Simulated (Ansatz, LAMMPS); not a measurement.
**An extra electron or hole in a frame of aqueous Rb+ and F-, 4.5 mol of salt per kg of water from 330 K (117 atoms)**

Aim: add and remove one electron in a frame of aqueous Rb+ and F-, 4.5 mol of salt per kg of water from 330 K (117 atoms), with atoms held and relaxed, and read trapping energy and localisation.

Program: Ansatz 0.2.0. Level of theory: Kohn-Sham DFT, PBE+D4, PAW (set soft_2), plane waves. Results are calculated unless marked as measured.

## (1) Starting point

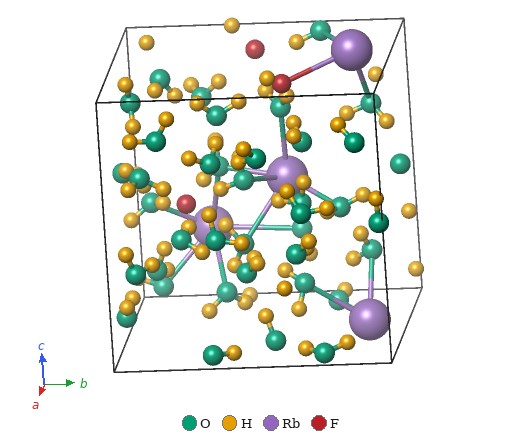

Start, viewed slightly off an axis; oxygen teal, hydrogen orange, rubidium purple, fluorine red. Bonds to atoms that aren't drawn are left out. Some periodic images of atoms are drawn too.

The cell holds 117 atoms: 37 O, 74 H, 3 Rb and 3 F. Its edges and angles: a = 10.567 Å, b = 10.567 Å, c = 10.567 Å, α = 90.0°, β = 90.0°, γ = 90.0°. 37 H2O, 3 Rb+, 3 F- placed at random, at 1.38 g/cm³; overlaps pushed apart, then 10 ps at 420 K with Joung-Cheatham ions (J. Phys. Chem. B 112, 9020 (2008)); SPC/E water (Berendsen, Grigera and Straatsma, J. Phys. Chem. 91, 6269 (1987)). Snapshot after 20 ps at 330 K and fixed volume.

What the set-up can't give: The network of contacts between molecules at the start is that of the classical potential that made the cell, and needn't be the one that DFT or experiment would give. The Brillouin zone is sampled at Γ only, in a cell whose shortest periodic width is 11 Å. The liquid is relaxed first, so the results are those of a frozen frame at zero temperature.

## (2) Single point at the start

A single point comes first, to see the forces before anything moves.

input.yaml

```yaml
crystal:
  lattice:
    - [10.56729, 0.0, 0.0]
    - [0.0, 10.56729, 0.0]
    - [0.0, 0.0, 10.56729]
  atoms:
    - { symbol: O, position: [0.22306, 0.85795, 0.20912] }
    - { symbol: H, position: [0.27311, 0.82798, 0.28362] }
    - { symbol: H, position: [0.18151, 0.78398, 0.16721] }
    - { symbol: O, position: [0.918, 0.55079, 0.75088] }
    - { symbol: H, position: [0.98653, 0.51684, 0.80661] }
    - { symbol: H, position: [0.86112, 0.48004, 0.72416] }
    - { symbol: O, position: [0.15071, 0.31871, 0.51652] }
    - { symbol: H, position: [0.13699, 0.31072, 0.60981] }
    - { symbol: H, position: [0.22839, 0.27063, 0.49183] }
    - { symbol: O, position: [0.50574, 0.36733, 0.80166] }
    - { symbol: H, position: [0.48848, 0.44849, 0.84716] }
    - { symbol: H, position: [0.54721, 0.3062, 0.86081] }
    - { symbol: O, position: [0.05107, 0.58977, 0.25011] }
    - { symbol: H, position: [0.06545, 0.61387, 0.15973] }
    - { symbol: H, position: [0.97094, 0.62952, 0.28099] }
    - { symbol: O, position: [0.35783, 0.41621, 0.28271] }
    - { symbol: H, position: [0.33807, 0.37591, 0.1994] }
    - { symbol: H, position: [0.34501, 0.35314, 0.35209] }
    - { symbol: O, position: [0.81966, 0.07832, 0.30911] }
    - { symbol: H, position: [0.74176, 0.13052, 0.32182] }
    - { symbol: H, position: [0.85442, 0.05254, 0.39327] }
    - { symbol: O, position: [0.57646, 0.65994, 0.48758] }
    - { symbol: H, position: [0.53529, 0.57473, 0.48749] }
    - { symbol: H, position: [0.6122, 0.6776, 0.57341] }
    - { symbol: O, position: [0.44967, 0.44212, 0.5448] }
    - { symbol: H, position: [0.43248, 0.35574, 0.51019] }
    - { symbol: H, position: [0.47285, 0.43539, 0.63631] }
    - { symbol: O, position: [0.86664, 0.18851, 0.8127] }
    - { symbol: H, position: [0.8947, 0.0986, 0.82184] }
    - { symbol: H, position: [0.87436, 0.2326, 0.89607] }
    - { symbol: O, position: [0.2617, 0.33118, 0.08035] }
    - { symbol: H, position: [0.20868, 0.38746, 0.02579] }
    - { symbol: H, position: [0.30956, 0.2704, 0.02584] }
    - { symbol: O, position: [0.85181, 0.3781, 0.43426] }
    - { symbol: H, position: [0.84006, 0.35941, 0.52628] }
    - { symbol: H, position: [0.85248, 0.47178, 0.42093] }
    - { symbol: O, position: [0.92248, 0.35007, 0.02927] }
    - { symbol: H, position: [0.0058, 0.38092, 0.99668] }
    - { symbol: H, position: [0.85725, 0.41771, 0.01813] }
    - { symbol: O, position: [0.102, 0.26602, 0.76099] }
    - { symbol: H, position: [0.1214, 0.3348, 0.82302] }
    - { symbol: H, position: [0.02208, 0.22221, 0.78644] }
    - { symbol: O, position: [0.39848, 0.00264, 0.57114] }
    - { symbol: H, position: [0.4843, 0.02625, 0.60328] }
    - { symbol: H, position: [0.36664, 0.07053, 0.51341] }
    - { symbol: O, position: [0.97864, 0.91634, 0.81487] }
    - { symbol: H, position: [0.93094, 0.85569, 0.86964] }
    - { symbol: H, position: [0.07066, 0.8943, 0.81611] }
    - { symbol: O, position: [0.23119, 0.89057, 0.75432] }
    - { symbol: H, position: [0.23806, 0.80214, 0.72132] }
    - { symbol: H, position: [0.28074, 0.94893, 0.69869] }
    - { symbol: O, position: [0.29167, 0.5719, 0.76642] }
    - { symbol: H, position: [0.23255, 0.51491, 0.81346] }
    - { symbol: H, position: [0.35723, 0.60536, 0.82589] }
    - { symbol: O, position: [0.64488, 0.09271, 0.61663] }
    - { symbol: H, position: [0.73225, 0.06073, 0.59936] }
    - { symbol: H, position: [0.63179, 0.17476, 0.57133] }
    - { symbol: O, position: [0.53793, 0.06431, 0.86794] }
    - { symbol: H, position: [0.58508, 0.05758, 0.94971] }
    - { symbol: H, position: [0.5994, 0.0761, 0.79696] }
    - { symbol: O, position: [0.98791, 0.70845, 0.56068] }
    - { symbol: H, position: [0.95885, 0.66037, 0.63682] }
    - { symbol: H, position: [0.9692, 0.80047, 0.57244] }
    - { symbol: O, position: [0.16609, 0.06906, 0.39428] }
    - { symbol: H, position: [0.24328, 0.12016, 0.41392] }
    - { symbol: H, position: [0.18977, 0.99624, 0.33868] }
    - { symbol: O, position: [0.62948, 0.22675, 0.38006] }
    - { symbol: H, position: [0.66958, 0.30408, 0.34309] }
    - { symbol: H, position: [0.53895, 0.24498, 0.40074] }
    - { symbol: O, position: [0.69529, 0.55036, 0.01375] }
    - { symbol: H, position: [0.67027, 0.51734, 0.09883] }
    - { symbol: H, position: [0.61763, 0.57255, 0.96444] }
    - { symbol: O, position: [0.663, 0.68716, 0.73719] }
    - { symbol: H, position: [0.74482, 0.67014, 0.78157] }
    - { symbol: H, position: [0.59136, 0.65373, 0.7892] }
    - { symbol: O, position: [0.11865, 0.71229, 0.99797] }
    - { symbol: H, position: [0.13344, 0.62579, 0.96255] }
    - { symbol: H, position: [0.02575, 0.72625, 0.00936] }
    [... 33 atom lines left out ...]
    - { symbol: Rb, position: [0.03485, 0.26742, 0.26339] }
    - { symbol: Rb, position: [0.21522, 0.57011, 0.48875] }
    - { symbol: Rb, position: [0.39014, 0.85458, 0.99646] }
    - { symbol: F, position: [0.10244, 0.47048, 0.93224] }
    - { symbol: F, position: [0.35482, 0.21829, 0.43685] }
    - { symbol: F, position: [0.49994, 0.60812, 0.9109] }
kpoints:
  mp_grid: { grid: [1, 1, 1] }
hamiltonian:
  xc: pbe
  dispersion: d4
scf:
  occupations: { method: gaussian, width: 0.025 }
output:
  forces: true
```

The run is started by

```bash
> ansatz run input.yaml --threads 4 --pin off --max-ram 8192MiB --backend cpu --events-out ev --progress --plain --runs-dir out
```

Numbers of over 12 decimals in the logs are rounded to 6 here.

The program printed:

```text
[...]
Pseudopotentials: kind: paw
Pseudopotential: O, paw, valence charge 6, recommended cutoff 420 eV (normal), O.paw.azcp
Pseudopotential: H, paw, valence charge 1, recommended cutoff 420 eV (normal), H.paw.azcp
Pseudopotential: Rb, paw, valence charge 9, recommended cutoff 420 eV (normal), Rb.paw.azcp
Pseudopotential: F, paw, valence charge 7, recommended cutoff 420 eV (normal), F.paw.azcp
[...]
Crystal: 117 atoms, lattice volume = 1180.024 Å³
Basis set: ecut = 420 eV, 22983 PW (Γ), exchange–correlation on 144×144×144 points (8 copies of the dense FFT grid, shifted against one another)
Bands: 289, of which v1, the nominal top of the filled ones, is band 172 counted from 1 (171 counted from 0)
Symmetry: 1 space group operations
Space group: P1 (ITA 1), of the structure as read, at distance tolerance 1.1e-4 Å
k-points: 1
[...]
Initial density: superposition of atomic densities (neutral atoms: chi_scale 0, normalization atom), corrected by the library's trained network
Initial wavefunctions: pseudopotential atomic-orbital guess
[...]
SCF iter   1: F=—  HF=-34423.770749 eV  |F-HF|=—  |Δ(HF+E_count)|=         —  Δρ=2.90e-3  dr2=1.15e-1  ethr=1.77e-3  ⟨swp⟩=6.0  Hψ=1350  notcnv=0  defer=52
preconditioner: auto → Resta (q_TF=auto, 2.222 Å⁻¹)  ε∞=2.3  [insulator: Δε(μ)=4.427 eV  Ē_g=17.596 eV  σ=0.025 eV  W_gap=1.00  n_scr=202 (ndim 8)  ℏωp=19.9 eV  f_vac=0.232  D(μ)=0.00/eV (n_scr^D=0)  ε∞_Penn≈2.3]
SCF iter   2: F=—  HF=-34423.712031 eV  |F-HF|=—  |Δ(HF+E_count)|=   5.87e-2  Δρ=1.57e-3  dr2=2.43e-2  ethr=3.33e-5  ⟨swp⟩=2.0  Hψ=509  notcnv=0  defer=110
SCF iter   3: F=—  HF=-34423.694350 eV  |F-HF|=—  |Δ(HF+E_count)|=   1.77e-2  Δρ=6.17e-4  dr2=6.84e-3  ethr=7.05e-6  ⟨swp⟩=2.0  Hψ=355  notcnv=0  defer=21
automatic band count: iteration 3 solves 200 bands in place of 289: the levels show a gap, and the empty bands left out lie too high to hold charge; the band table lists the bands solved (type scf.n_extra_bands for more)
SCF iter   4: F=—  HF=-34423.691564 eV  |F-HF|=—  |Δ(HF+E_count)|=   2.79e-3  Δρ=2.47e-4  dr2=6.79e-4  ethr=1.99e-6  ⟨swp⟩=2.0  Hψ=355  notcnv=0  defer=21
SCF iter   5: F=—  HF=-34423.691536 eV  |F-HF|=—  |Δ(HF+E_count)|=   2.76e-5  Δρ=1.25e-4  dr2=1.45e-4  ethr=1.97e-7  ⟨swp⟩=3.0  Hψ=352  notcnv=0  defer=21
SCF iter   6: F=—  HF=-34423.691534 eV  |F-HF|=—  |Δ(HF+E_count)|=   1.61e-6  Δρ=3.14e-5  dr2=9.25e-6  ethr=4.22e-8  ⟨swp⟩=3.0  Hψ=350  notcnv=0  defer=21
SCF iter   7: F=—  HF=-34423.692856 eV  |F-HF|=—  |Δ(HF+E_count)|=   1.32e-3  Δρ=1.55e-5  dr2=1.97e-6  ethr=2.69e-9  ⟨swp⟩=3.0  Hψ=358  notcnv=0  defer=21
SCF iter   8: F=—  HF=-34423.692855 eV  |F-HF|=—  |Δ(HF+E_count)|=   2.81e-8  Δρ=4.71e-6  dr2=1.99e-7  ethr=5.74e-10  ⟨swp⟩=3.0  Hψ=354  notcnv=0  defer=21
SCF iter   9: F=-34423.692856 eV  HF=-34423.692856 eV  |F-HF|=2.65e-9  |Δ(HF+E_count)|=   5.37e-8  Δρ=1.49e-6  dr2=2.17e-8  ethr=2.91e-11  ⟨swp⟩=5.0  Hψ=636  notcnv=0
WARN: dispersion: an atom stands within reach of a switch of its C6 between two reference coordination numbers of its element: through that C6 alone, e_disp changes by 0.025 eV or more while the distances to its neighbours run over a stretch of 0.05 Å that contains this geometry (sites counted from 0 in the run's list of atoms or, [...]
SCF 1 converged in 9 iterations: F = -34423.692856 eV  dr2 = 2.17e-8
[...]
SCF converged after 9 iterations
Free energy (F): -34423.692856 eV
Harris-Foulkes:  -34423.692856 eV  (|F-HF|=2.65e-9)
Internal energy: -34423.692856 eV  (E = F + TS)
E sigma→0 (E₀):  -34423.692856 eV
Fermi energy:    0.565114 eV
--- Per-component energies (eV) ---
[...]
Σ components = -34423.692856   (vs F -34423.692856, Δ=0.00e0)
--- Forces (eV/Å), atoms counted from 1 ---
  atom   1  O     -0.59244488    -0.17867231    -0.23792912
  atom   2  H      0.03840428    -0.59779541    -0.55670057
  atom   3  H      0.42169932     0.53045514     0.65142026
  atom   4  O      0.42417990    -0.23937206     0.30656878
[...]
atom 117  F     -0.96090147     0.10609170    -0.67583434
  max |Σ_I F_I| component: 3.95e-5 eV/Å
```

It took 11 s on 4 threads of Intel Xeon Platinum 8259CL at 2.50GHz (Skylake/Cascade Lake), shared host; peak memory 1.3 GiB; 40 s of CPU time.

In the SCF lines HF is the Harris–Foulkes energy and dr2 the Hartree energy of the density residual, in eV; the loop may stop once dr2 is under the threshold and the program's other checks hold. Hψ counts applications of the Hamiltonian.

The program notes that the dispersion model switches parameters near this geometry.

The r.m.s. force at the start is 0.53 eV/Å.

## (3) Relaxation

With the cell held, the atoms are moved downhill towards a nearby minimum.

input.yaml

```yaml
crystal:
  lattice:
    - [10.56729, 0.0, 0.0]
    - [0.0, 10.56729, 0.0]
    - [0.0, 0.0, 10.56729]
  atoms:
    [... the 117 atom lines of step 2 ...]
kpoints:
  mp_grid: { grid: [1, 1, 1] }
hamiltonian:
  xc: pbe
  dispersion: d4
scf:
  occupations: { method: gaussian, width: 0.025 }
output:
  forces: true
relax:
  f_tol: 0.06
  max_steps: 150
```

The program printed:

```text
[...]
Crystal: 117 atoms, lattice volume = 1180.024 Å³
Basis set: ecut = 420 eV, 22983 PW (Γ), exchange–correlation on 144×144×144 points (8 copies of the dense FFT grid, shifted against one another)
Bands: 289, of which v1, the nominal top of the filled ones, is band 172 counted from 1 (171 counted from 0)
Symmetry: 1 space group operations
[...]
k-points: 1
[...]
SCF iter   1: F=—  HF=-34423.770750 eV  |F-HF|=—  |Δ(HF+E_count)|=         —  Δρ=2.90e-3  dr2=1.15e-1  ethr=1.77e-3  ⟨swp⟩=6.0  Hψ=1350  notcnv=0  defer=52
[...]
SCF iter   6: F=-34423.692852 eV  HF=-34423.692855 eV  |F-HF|=2.13e-6  |Δ(HF+E_count)|=   2.12e-5  Δρ=3.11e-5  dr2=9.34e-6  ethr=2.62e-8  ⟨swp⟩=3.0  Hψ=870  notcnv=0
[...]
SCF 1 converged in 6 iterations: F = -34423.692852 eV  dr2 = 9.34e-6
[...]
relax step   1: F+E_penalty+E_count = -34423.69285246 eV  Δ(F+E_penalty+E_count) = +0.000e0 eV  max|allowed force component| = 1.543e0 eV/Å  Δτ_max = 0.0000 Å  (6 SCF iters, dr2 threshold 9.00e-5 eV, accepted)
[... from here on, the SCF cycles and remarks between the steps are left out ...]
relax step   2: F+E_penalty+E_count = -34426.64692848 eV  Δ(F+E_penalty+E_count) = -2.954e0 eV  max|allowed force component| = 1.521e0 eV/Å  Δτ_max = 0.1950 Å  (7 SCF iters, dr2 threshold 1.00e-4 eV, accepted)
relax step   3: F+E_penalty+E_count = -34427.76474172 eV  Δ(F+E_penalty+E_count) = -1.118e0 eV  max|allowed force component| = 1.788e0 eV/Å  Δτ_max = 0.1905 Å  (7 SCF iters, dr2 threshold 1.00e-4 eV, accepted)
relax step   4: F+E_penalty+E_count = -34428.39876535 eV  Δ(F+E_penalty+E_count) = -6.340e-1 eV  max|allowed force component| = 1.146e0 eV/Å  Δτ_max = 0.1940 Å  (6 SCF iters, dr2 threshold 1.00e-4 eV, accepted)
relax step   5: F+E_penalty+E_count = -34428.89181095 eV  Δ(F+E_penalty+E_count) = -4.930e-1 eV  max|allowed force component| = 5.118e-1 eV/Å  Δτ_max = 0.2000 Å  (6 SCF iters, dr2 threshold 1.00e-4 eV, accepted)
relax step   6: F+E_penalty+E_count = -34429.14243565 eV  Δ(F+E_penalty+E_count) = -2.506e-1 eV  max|allowed force component| = 2.301e-1 eV/Å  Δτ_max = 0.2000 Å  (6 SCF iters, dr2 threshold 5.23e-5 eV, accepted)
relax step   7: F+E_penalty+E_count = -34429.31981261 eV  Δ(F+E_penalty+E_count) = -1.774e-1 eV  max|allowed force component| = 2.608e-1 eV/Å  Δτ_max = 0.1940 Å  (7 SCF iters, dr2 threshold 1.06e-5 eV, accepted)
relax step   8: F+E_penalty+E_count = -34429.45167152 eV  Δ(F+E_penalty+E_count) = -1.319e-1 eV  max|allowed force component| = 1.913e-1 eV/Å  Δτ_max = 0.1948 Å  (6 SCF iters, dr2 threshold 1.38e-5 eV, accepted)
relax step   9: F+E_penalty+E_count = -34429.56239112 eV  Δ(F+E_penalty+E_count) = -1.107e-1 eV  max|allowed force component| = 3.347e-1 eV/Å  Δτ_max = 0.1949 Å  (6 SCF iters, dr2 threshold 1.97e-5 eV, accepted)
relax step  10: F+E_penalty+E_count = -34429.65227663 eV  Δ(F+E_penalty+E_count) = -8.989e-2 eV  max|allowed force component| = 5.078e-1 eV/Å  Δτ_max = 0.1962 Å  (6 SCF iters, dr2 threshold 6.02e-5 eV, accepted)
relax step  11: F+E_penalty+E_count = -34429.75752271 eV  Δ(F+E_penalty+E_count) = -1.052e-1 eV  max|allowed force component| = 3.177e-1 eV/Å  Δτ_max = 0.1940 Å  (6 SCF iters, dr2 threshold 1.00e-4 eV, accepted)
relax step  12: F+E_penalty+E_count = -34429.83939331 eV  Δ(F+E_penalty+E_count) = -8.187e-2 eV  max|allowed force component| = 1.851e-1 eV/Å  Δτ_max = 0.1948 Å  (6 SCF iters, dr2 threshold 3.95e-5 eV, accepted)
relax step  13: F+E_penalty+E_count = -34429.89150281 eV  Δ(F+E_penalty+E_count) = -5.211e-2 eV  max|allowed force component| = 3.276e-1 eV/Å  Δτ_max = 0.1956 Å  (6 SCF iters, dr2 threshold 1.16e-5 eV, accepted)
relax step  14: F+E_penalty+E_count = -34429.93507655 eV  Δ(F+E_penalty+E_count) = -4.357e-2 eV  max|allowed force component| = 2.678e-1 eV/Å  Δτ_max = 0.1919 Å  (6 SCF iters, dr2 threshold 3.64e-5 eV, accepted)
relax step  15: F+E_penalty+E_count = -34429.97175909 eV  Δ(F+E_penalty+E_count) = -3.668e-2 eV  max|allowed force component| = 3.436e-1 eV/Å  Δτ_max = 0.1939 Å  (5 SCF iters, dr2 threshold 4.79e-5 eV, accepted)
relax step  16: F+E_penalty+E_count = -34429.98527855 eV  Δ(F+E_penalty+E_count) = -1.352e-2 eV  max|allowed force component| = 1.373e-1 eV/Å  Δτ_max = 0.0864 Å  (5 SCF iters, dr2 threshold 7.89e-5 eV, accepted)
relax step  17: F+E_penalty+E_count = -34429.95123528 eV  Δ(F+E_penalty+E_count) = +3.404e-2 eV  max|allowed force component| = 1.975e-1 eV/Å  Δτ_max = 0.2000 Å  (9 SCF iters, rejected (line search))
relax step  18: F+E_penalty+E_count = -34429.99344292 eV  Δ(F+E_penalty+E_count) = -8.164e-3 eV  max|allowed force component| = 9.943e-2 eV/Å  Δτ_max = 0.0571 Å  (9 SCF iters, accepted)
relax step  19: F+E_penalty+E_count = -34429.99522737 eV  Δ(F+E_penalty+E_count) = -1.784e-3 eV  max|allowed force component| = 5.424e-2 eV/Å  Δτ_max = 0.0222 Å  (8 SCF iters, accepted)
SCF converged after 8 iterations
Free energy (F): -34429.995227 eV
[...]
Internal energy: -34429.995227 eV  (E = F + TS)
E sigma→0 (E₀):  -34429.995227 eV
Fermi energy:    0.550707 eV
[...]
--- Forces (eV/Å), atoms counted from 1 ---
  atom   1  O     -0.00792305    -0.00844281    -0.01233678
  atom   2  H     -0.00132744     0.00327048    -0.00158859
  atom   3  H      0.00639457     0.01276957     0.00429425
  atom   4  O     -0.00040811     0.00124459    -0.00192605
  atom   5  H      0.00083646    -0.00035391     0.00078854
  atom   6  H     -0.00016059     0.00046576    -0.00065851
  atom   7  O      0.00361795    -0.00372565     0.00101252
  atom   8  H     -0.00082394    -0.00043864     0.00145491
  atom   9  H     -0.00130703     0.00141096    -0.00195505
  atom  10  O     -0.00135421     0.00852592    -0.00153485
  atom  11  H      0.00055108    -0.00058871     0.00015708
  atom  12  H      0.00247323    -0.00535526     0.00191884
  atom  13  O      0.01791783    -0.00544997    -0.00487269
  atom  14  H     -0.00570120    -0.00065031     0.00573738
[...]
atom 116  F     -0.00015648    -0.00191224    -0.00046214
  atom 117  F      0.00063702     0.00490545    -0.00725581
  max |Σ_I F_I| component: 2.33e-5 eV/Å
--- Relaxed structure (19 steps of the walk, 18 accepted, 0 SCFs on fresh bases) ---
  F+E_penalty+E_count = -34429.99522737 eV   max|allowed force component| = 5.424e-2 eV/Å
  atoms:
    - { symbol: O, position: [0.188192, 0.866330, 0.240998] }
    - { symbol: H, position: [0.261687, 0.837108, 0.292566] }
    - { symbol: H, position: [0.162020, 0.796124, 0.185018] }
    - { symbol: O, position: [0.898940, 0.585586, 0.759198] }
[...]
- { symbol: F, position: [0.505425, 0.593311, 0.881487] }
```

The job ended after 3.6 min (4 threads; peak memory 1.3 GiB; 14 min of CPU time).

The relaxation converged after 19 steps, 6.30 eV below its start, with a largest force component of 0.054 eV/Å.

(Part 1 of 3 ends here.)

[Logs are printed without paths, hosts, clocks, repeated set-up lines and the standing remarks that a program may print on its own settings, such as how far it seeks lower states.]

[Hosts, paths, dates, database ids (printed as entryN), source tags and the programs' standing remarks are cut or masked in the printed files.]
